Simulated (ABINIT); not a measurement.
## CsPbCl3 (Pm-3m): G0W0 in ABINIT against the screening cutoff in the self-energy

How does the gap of CsPbCl3 (Pm-3m) converge in the screening cutoff in the self-energy?

Method: PBE and many-body steps on it, plane waves, in ABINIT 10.8.3.

## 1. The structure

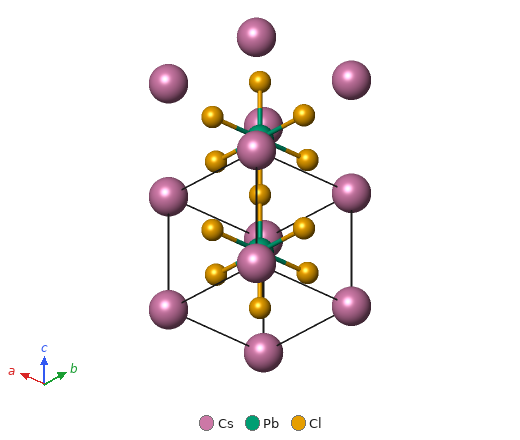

The starting structure, seen from a free direction (caesium pink, lead teal, chlorine orange). 1×1×2 cells are drawn. Some periodic images of atoms are drawn too.

The cell and positions come from the Crystallography Open Database and are kept as given unless a step says otherwise. Spin-orbit coupling is left out unless a step names it.

## 2. Screening, 2×2×2 mesh, 547 bands, screening to 217.7 eV

This step: ABINIT 10.8.3; RPA screening on PBE, plane waves, norm-conserving pseudopotentials.

The RPA dielectric matrix is built and inverted for each q.

Input file run.abi:

```
acell 3*1.0 Angstrom
rprim 
  5.605000000000 0.000000000000 0.000000000000
  0.000000000000 5.605000000000 0.000000000000
  0.000000000000 0.000000000000 5.605000000000
ntypat 3
znucl 55 82 17
natom 5
typat 1 2 3 3 3
xred 
  0.000000000000 0.000000000000 0.000000000000
  0.500000000000 0.500000000000 0.500000000000
  0.500000000000 0.500000000000 0.000000000000
  0.000000000000 0.500000000000 0.500000000000
  0.500000000000 0.000000000000 0.500000000000
pp_dirpath "pseudos"
pseudos "Cs.upf, Pb.upf, Cl.upf"
ecut 25
ngkpt 2 2 2
nshiftk 1
shiftk 0 0 0
kptopt 1
chksymbreak 0
istwfk *1
occopt 1
irdwfk 1
optdriver 3
nband 547
ecuteps 8
inclvkb 2
awtr 1
symchi 1
indata_prefix "in"
outdata_prefix "out"
tmpdata_prefix "tmp"
```

Started as:

```console
$ OMP_NUM_THREADS=1 mpirun -n 8 abinit run.abi > log
```

What it wrote:

```text
.Version 10.8.3 of ABINIT. v10.8.2 released Aug 2026.

 Symmetries : space group Pm -3 m (#221); Bravais cP (primitive cubic)
[... echo of the input left out ...]
== DATASET  1 ==================================================================
-   mpi_nproc: 8, omp_nthreads: 1 (-1 if OMP is not activated)

--- !DatasetInfo
iteration_state: {dtset: 1, }
dimensions: {natom: 5, nkpt: 4, mband: 547, nsppol: 1, nspinor: 1, nspden: 1, mpw: 7123, }
cutoff_energies: {ecut:  25.0, pawecutdg:  -1.0, }
electrons: {nelect:   4.40000000E+01, charge:   0.00000000E+00, occopt:   1.00000000E+00, tsmear:   1.00000000E-02, }

 SCREENING: Calculation of the susceptibility and dielectric matrices

 Based on a program developped by R.W. Godby, V. Olevano, G. Onida, and L. Reining.
 Incorporated in ABINIT by V. Olevano, G.-M. Rignanese, and M. Torrent.
.Using double precision arithmetic ; gwpc =  8

[... cell and pseudopotentials left out ...]
--------------------------------------------------------------------------------

 ==== K-mesh for the wavefunctions ====
 Number of points in the irreducible wedge :     4
[... list of points left out ...]
 Together with 48 symmetry operations and time-reversal symmetry
 yields     8 points in the full Brillouin Zone.

 ==== Q-mesh for the screening function ====
 Number of points in the irreducible wedge :     4
[... list of points left out ...]
 Together with 48 symmetry operations and time-reversal symmetry
 yields     8 points in the full Brillouin Zone.

 setmesh: FFT mesh size selected  =    40x   40x   40
          total number of points  =        64000

 vcoul_init : cutoff-mode = AUXILIARY_FUNCTION
 q-points for optical limit:   1
     1)      0.000010    0.000020    0.000030

- screening: taking advantage of time-reversal symmetry
- Maximum band index for partially occupied states nbvw = 22
- Remaining bands to be divided among processors   nbcw = 525
- Number of bands treated by each node ~65

 Number of electrons calculated from density =   44.0000; Expected =   44.0000
 average of density, n =  0.037028
 r_s =    1.8612
 omega_plasma =   18.5618 [eV]

 calculating chi0 at frequencies [eV] :
  1    0.000000E+00    0.000000E+00
  2    0.000000E+00    1.856181E+01

--------------------------------------------------------------------------------
  q-point number  1        q = ( 0.000000, 0.000000, 0.000000) [r.l.u.]
--------------------------------------------------------------------------------
[... chi0 elements left out ...]
 For q-point:  0.000010 0.000020 0.000030
  dielectric constant =   7.2059
  dielectric constant without local fields =   8.2920

  Average fulfillment of the sum rule on Im[epsilon] for q-point    1 :    104.78  [%]
[... wings left out ...]
  q-point number  2        q = ( 0.500000, 0.000000, 0.000000) [r.l.u.]
--------------------------------------------------------------------------------
[... chi0 elements left out ...]
  Average fulfillment of the sum rule on Im[epsilon] for q-point    2 :    110.66  [%]

 [... 2 further q-points ...]
```

Elapsed: 69 s, on 8 MPI ranks of AMD EPYC 9R45, shared host; peak memory 4.8 GiB.

Numbers from this step:

```
ε∞ with local fields, on this mesh, along the program's q direction : 7.206
the same without local fields                                       : 8.292
plasma frequency                                                    : 18.56 eV
plane waves in the screening matrix                                 : 1309
```

Local fields lower ε∞ by 13 %. On a Γ-centred mesh this coarse the value itself is usually too large, while a short band sum pulls it down.

## 3. 0.8 Ha

This step: G0W0 on PBE, plane waves, norm-conserving pseudopotentials.

Edit run.abi of step 2 so:

```diff
@@ -26,8 +26,17 @@
 irdwfk 1
-optdriver 3
+optdriver 4
 nband 547
-ecuteps 8
-inclvkb 2
-awtr 1
-symchi 1
+gwcalctyp 0
+ecutsigx 25
+symsigma 1
+nkptgw 2
+kptgw 
+  0.5000000000 0.5000000000 0.5000000000
+  0.0000000000 0.0000000000 0.0000000000
+bdgw 
+  19 25
+  20 25
+ecuteps 0.8
+irdscr 1
+ppmodel 1
 indata_prefix "in"
```

What it wrote:

```text
.Version 10.8.3 of ABINIT. v10.8.2 released Aug 2026.

 Symmetries : space group Pm -3 m (#221); Bravais cP (primitive cubic)
[... echo of the input left out ...]
== DATASET  1 ==================================================================
-   mpi_nproc: 8, omp_nthreads: 1 (-1 if OMP is not activated)

--- !DatasetInfo
iteration_state: {dtset: 1, }
dimensions: {natom: 5, nkpt: 4, mband: 547, nsppol: 1, nspinor: 1, nspden: 1, mpw: 7123, }
cutoff_energies: {ecut:  25.0, pawecutdg:  -1.0, }
electrons: {nelect:   4.40000000E+01, charge:   0.00000000E+00, occopt:   1.00000000E+00, tsmear:   1.00000000E-02, }

 SIGMA: Calculation of the GW corrections

 Based on a program developped by R.W. Godby, V. Olevano, G. Onida, and L. Reining.
 Incorporated in ABINIT by V. Olevano, G.-M. Rignanese, and M. Torrent.
.Using double precision arithmetic ; gwpc =  8

[... cell and pseudopotentials left out ...]
--------------------------------------------------------------------------------

 ==== K-mesh for the wavefunctions ====
 Number of points in the irreducible wedge :     4
[... list of points left out ...]
 Together with 48 symmetry operations and time-reversal symmetry
 yields     8 points in the full Brillouin Zone.

 ==== Q-mesh for screening function ====
 Number of points in the irreducible wedge :     4
[... list of points left out ...]
 Together with 48 symmetry operations and time-reversal symmetry
 yields     8 points in the full Brillouin Zone.

 vcoul_init : cutoff-mode = AUXILIARY_FUNCTION
 q-points for optical limit:   1
     1)      0.000010    0.000020    0.000030
 setmesh: FFT mesh size selected  =    48x   48x   48
          total number of points  =       110592

 Number of electrons calculated from density =   44.0000; Expected =   44.0000
 average of density, n =  0.037028
 r_s =    1.8612
 omega_plasma =   18.5618 [eV]

 === KS Band Gaps ===
  >>>> For spin  1
   Minimum direct gap =   1.9335 [eV], located at k-point      :   0.5000  0.5000  0.5000
   Fundamental gap    =   1.9335 [eV], Top of valence bands at :   0.5000  0.5000  0.5000
                                       Bottom of conduction at :   0.5000  0.5000  0.5000
 SIGMA fundamental parameters:
 PLASMON POLE MODEL  1
 number of plane-waves for SigmaX                 7123
 number of plane-waves for SigmaC and W             33
 number of plane-waves for wavefunctions          7123
 number of bands                                   547
 number of independent spin polarizations            1
 number of spinorial components                      1
 number of k-points in IBZ                           4
 number of q-points in IBZ                           4
 number of symmetry operations                      48
 number of k-points in BZ                            8
 number of q-points in BZ                            8
 number of frequencies for dSigma/dE                 9
 frequency step for dSigma/dE [eV]                0.25
 number of omega for Sigma on real axis              0
 max omega for Sigma on real axis  [eV]           0.00
 zcut for avoiding poles [eV]                     0.10

 EPSILON^-1 parameters (SCR file):
 dimension of the eps^-1 matrix on file           1309
 dimension of the eps^-1 matrix used                33
 number of plane-waves for wavefunctions          7123
 number of bands                                   547
 number of q-points in IBZ                           4
 number of frequencies                               2
 number of real frequencies                          1
 number of imag frequencies                          1

 matrix elements of self-energy operator (all in [eV])

 Perturbative Calculation

--- !SelfEnergy_ee
iteration_state: {dtset: 1, }
kpoint     : [   0.500,    0.500,    0.500, ]
spin       : 1
KS_gap     :    1.933
QP_gap     :    2.814
Delta_QP_KS:    0.881
data: !SigmaeeData |
     Band     E0 <VxcDFT>   SigX SigC(E0)      Z dSigC/dE  Sig(E)    E-E0       E
       19  -0.178 -14.256 -18.504   2.918   0.817  -0.224 -15.343  -1.087  -1.265
       20  -0.178 -14.256 -18.504   2.918   0.817  -0.224 -15.343  -1.087  -1.265
       21  -0.178 -14.256 -18.504   2.918   0.817  -0.224 -15.343  -1.087  -1.265
       22   2.026 -15.396 -17.861   1.979   0.830  -0.204 -15.800  -0.404   1.622
       23   3.959  -9.887  -6.509  -2.807   0.835  -0.198  -9.410   0.477   4.436
       24   3.959  -9.887  -6.509  -2.807   0.835  -0.198  -9.410   0.477   4.436
[...]
--- !SelfEnergy_ee
iteration_state: {dtset: 1, }
kpoint     : [   0.000,    0.000,    0.000, ]
spin       : 1
KS_gap     :    5.875
QP_gap     :    7.261
Delta_QP_KS:    1.386
data: !SigmaeeData |
     Band     E0 <VxcDFT>   SigX SigC(E0)      Z dSigC/dE  Sig(E)    E-E0       E
[...]
23   5.379  -6.339  -2.683  -3.303   0.845  -0.183  -6.040   0.298   5.678
       24   6.319  -6.633  -2.877  -3.160   0.847  -0.180  -6.128   0.505   6.823
       25   6.319  -6.633  -2.877  -3.160   0.847  -0.180  -6.128   0.505   6.823

== END DATASET(S) ==============================================================
================================================================================

 -outvars: echo values of variables after computation  --------
           etotal      0.0000000000E+00
            nband         547
             nkpt           4
          spgroup         221
 [... the other variables as echoed above ...]

 Calculation completed.
```

Run time: 3.8 s. Hardware: 8 MPI ranks; peak memory 1.8 GiB.

Numbers from this step:

| Quantity | Value |
| --- | --- |
| G0W0 gap on the points computed | 2.814 eV |
| starting gap on the mesh | 1.933 eV |
| k of the valence top | 0.5, 0.5, 0.5 |
| k of the conduction bottom | 0.5, 0.5, 0.5 |
| Z at the valence top | 0.83 |
| Z at the conduction bottom | 0.835 |
| least direct G0W0 gap on the computed points | 2.814 eV |

## 4. 1.6 Ha

Edit run.abi of step 3 so:

```diff
@@ -38,3 +38,3 @@
   20 25
-ecuteps 0.8
+ecuteps 1.6
 irdscr 1
```

What it wrote:

```text
.Version 10.8.3 of ABINIT. v10.8.2 released Aug 2026.

 Symmetries : space group Pm -3 m (#221); Bravais cP (primitive cubic)
[... echo of the input left out ...]
== DATASET  1 ==================================================================
-   mpi_nproc: 8, omp_nthreads: 1 (-1 if OMP is not activated)

--- !DatasetInfo
iteration_state: {dtset: 1, }
dimensions: {natom: 5, nkpt: 4, mband: 547, nsppol: 1, nspinor: 1, nspden: 1, mpw: 7123, }
cutoff_energies: {ecut:  25.0, pawecutdg:  -1.0, }
electrons: {nelect:   4.40000000E+01, charge:   0.00000000E+00, occopt:   1.00000000E+00, tsmear:   1.00000000E-02, }

 SIGMA: Calculation of the GW corrections

 Based on a program developped by R.W. Godby, V. Olevano, G. Onida, and L. Reining.
 Incorporated in ABINIT by V. Olevano, G.-M. Rignanese, and M. Torrent.
.Using double precision arithmetic ; gwpc =  8

[... cell and pseudopotentials left out ...]
--------------------------------------------------------------------------------

 ==== K-mesh for the wavefunctions ====
 Number of points in the irreducible wedge :     4
[... list of points left out ...]
 Together with 48 symmetry operations and time-reversal symmetry
 yields     8 points in the full Brillouin Zone.

 ==== Q-mesh for screening function ====
 Number of points in the irreducible wedge :     4
[... list of points left out ...]
 Together with 48 symmetry operations and time-reversal symmetry
 yields     8 points in the full Brillouin Zone.

 vcoul_init : cutoff-mode = AUXILIARY_FUNCTION
 q-points for optical limit:   1
     1)      0.000010    0.000020    0.000030
 setmesh: FFT mesh size selected  =    48x   48x   48
          total number of points  =       110592

 Number of electrons calculated from density =   44.0000; Expected =   44.0000
[...]
number of omega for Sigma on real axis              0
 max omega for Sigma on real axis  [eV]           0.00
 zcut for avoiding poles [eV]                     0.10

 EPSILON^-1 parameters (SCR file):
 dimension of the eps^-1 matrix on file           1309
 dimension of the eps^-1 matrix used               123
 number of plane-waves for wavefunctions          7123
 number of bands                                   547
 number of q-points in IBZ                           4
 number of frequencies                               2
 number of real frequencies                          1
 number of imag frequencies                          1

 matrix elements of self-energy operator (all in [eV])

 Perturbative Calculation

--- !SelfEnergy_ee
iteration_state: {dtset: 1, }
kpoint     : [   0.500,    0.500,    0.500, ]
spin       : 1
KS_gap     :    1.933
QP_gap     :    2.856
Delta_QP_KS:    0.922
data: !SigmaeeData |
     Band     E0 <VxcDFT>   SigX SigC(E0)      Z dSigC/dE  Sig(E)    E-E0       E
       19  -0.178 -14.256 -18.504   3.033   0.786  -0.272 -15.212  -0.956  -1.133
       20  -0.178 -14.256 -18.504   3.033   0.786  -0.272 -15.212  -0.956  -1.133
       21  -0.178 -14.256 -18.504   3.033   0.786  -0.272 -15.212  -0.956  -1.133
[...]
--- !SelfEnergy_ee
iteration_state: {dtset: 1, }
kpoint     : [   0.000,    0.000,    0.000, ]
spin       : 1
KS_gap     :    5.875
QP_gap     :    7.009
Delta_QP_KS:    1.134
data: !SigmaeeData |
     Band     E0 <VxcDFT>   SigX SigC(E0)      Z dSigC/dE  Sig(E)    E-E0       E
[...]
24   6.319  -6.633  -2.877  -3.284   0.843  -0.187  -6.236   0.397   6.716
       25   6.319  -6.633  -2.877  -3.284   0.843  -0.187  -6.236   0.397   6.716

== END DATASET(S) ==============================================================
================================================================================

 -outvars: echo values of variables after computation  --------
           etotal      0.0000000000E+00
            nband         547
             nkpt           4
          spgroup         221
 [... the other variables as echoed above ...]

 Calculation completed.
```

It took 5.1 s on 8 MPI ranks; peak memory 1.8 GiB; 39 s of CPU time.

Numbers from this step:

| Property | Result |
| --- | --- |
| G0W0 gap on the points computed | 2.856 eV |
| starting gap on the mesh | 1.933 eV |
| k of the valence top | 0.5, 0.5, 0.5 |
| k of the conduction bottom | 0.5, 0.5, 0.5 |
| Z at the valence top | 0.803 |
| Z at the conduction bottom | 0.822 |
| least direct G0W0 gap on the computed points | 2.856 eV |

## 5. 2.8 Ha

The self-energy is evaluated for the states that the input lists, and the levels follow from it, in one-shot runs by the linearised quasiparticle equation.

Edit run.abi of step 4 so:

```diff
@@ -38,3 +38,3 @@
   20 25
-ecuteps 1.6
+ecuteps 2.8
 irdscr 1
```

What it wrote:

```text
.Version 10.8.3 of ABINIT. v10.8.2 released Aug 2026.

 Symmetries : space group Pm -3 m (#221); Bravais cP (primitive cubic)
[... echo of the input left out ...]
== DATASET  1 ==================================================================
-   mpi_nproc: 8, omp_nthreads: 1 (-1 if OMP is not activated)

--- !DatasetInfo
iteration_state: {dtset: 1, }
dimensions: {natom: 5, nkpt: 4, mband: 547, nsppol: 1, nspinor: 1, nspden: 1, mpw: 7123, }
cutoff_energies: {ecut:  25.0, pawecutdg:  -1.0, }
[...]
Band     E0 <VxcDFT>   SigX SigC(E0)      Z dSigC/dE  Sig(E)    E-E0       E
[...]
24   6.319  -6.633  -2.877  -3.335   0.841  -0.189  -6.279   0.354   6.673
       25   6.319  -6.633  -2.877  -3.335   0.841  -0.189  -6.279   0.354   6.673

== END DATASET(S) ==============================================================
================================================================================

 -outvars: echo values of variables after computation  --------
           etotal      0.0000000000E+00
            nband         547
             nkpt           4
          spgroup         221
 [... the other variables as echoed above ...]

 Calculation completed.
```

The job ended after 9.5 s (8 MPI ranks; peak memory 2.4 GiB).

Numbers from this step:

| Quantity | Value |
| --- | --- |
| G0W0 gap on the points computed | 3.049 eV |
| starting gap on the mesh | 1.933 eV |
| k of the valence top | 0.5, 0.5, 0.5 |
| k of the conduction bottom | 0.5, 0.5, 0.5 |
| least direct G0W0 gap on the computed points | 3.049 eV |

The gap on the mesh goes from 1.93 eV to 3.05 eV, a correction of +1.12 eV.

## 6. 4 Ha

Edit run.abi of step 5 so:

```diff
@@ -38,3 +38,3 @@
   20 25
-ecuteps 2.8
+ecuteps 4
 irdscr 1
```

What it wrote:

```text
.Version 10.8.3 of ABINIT. v10.8.2 released Aug 2026.

 Symmetries : space group Pm -3 m (#221); Bravais cP (primitive cubic)
[... echo of the input left out ...]
== DATASET  1 ==================================================================
-   mpi_nproc: 8, omp_nthreads: 1 (-1 if OMP is not activated)

--- !DatasetInfo
iteration_state: {dtset: 1, }
dimensions: {natom: 5, nkpt: 4, mband: 547, nsppol: 1, nspinor: 1, nspden: 1, mpw: 7123, }
cutoff_energies: {ecut:  25.0, pawecutdg:  -1.0, }
[...]
Band     E0 <VxcDFT>   SigX SigC(E0)      Z dSigC/dE  Sig(E)    E-E0       E
[...]
24   6.319  -6.633  -2.877  -3.347   0.841  -0.190  -6.290   0.343   6.662
       25   6.319  -6.633  -2.877  -3.347   0.841  -0.190  -6.290   0.343   6.662

== END DATASET(S) ==============================================================
================================================================================

 -outvars: echo values of variables after computation  --------
           etotal      0.0000000000E+00
            nband         547
             nkpt           4
          spgroup         221
 [... the other variables as echoed above ...]

 Calculation completed.
```

The job ended after 24 s (8 MPI ranks; peak memory 3.3 GiB; 3.1 min of CPU time).

This step gave:

```yaml
g0w0_gap_on_the_points_computed: 3.155 eV
starting_gap_on_the_mesh: 1.933 eV
k_of_the_valence_top: 0.5, 0.5, 0.5
k_of_the_conduction_bottom: 0.5, 0.5, 0.5
least_direct_g0w0_gap_on_the_computed_points: 3.155 eV
```

Against the run before, the gap moves by +0.106 eV.

[end of part 1 of 2]

[Paths, hosts, dates, memory and timing lines, banners, echoed tables and standing remarks are left out of the program output.]

[Logs are printed without paths, hosts, clocks, repeated set-up lines and the standing remarks that a program may print on its own settings, such as how far it seeks lower states.]

[Runs of the session that timed out or met a known fault of the program may be left out.]

[Hosts, paths, dates, database ids (printed as entryN), source tags and the programs' standing remarks are cut or masked in the printed files.]

[G0W0 gaps are taken among the corrected bands and points alone; a level outside them can change the order at an edge.]

[Where Ansatz stands beside ABINIT at settings called matched, ABINIT's density can come from a denser mesh and the files from another edition; pairs whose starting gaps differed by over 0.03 eV were left out, so agreement reads better than it is.]
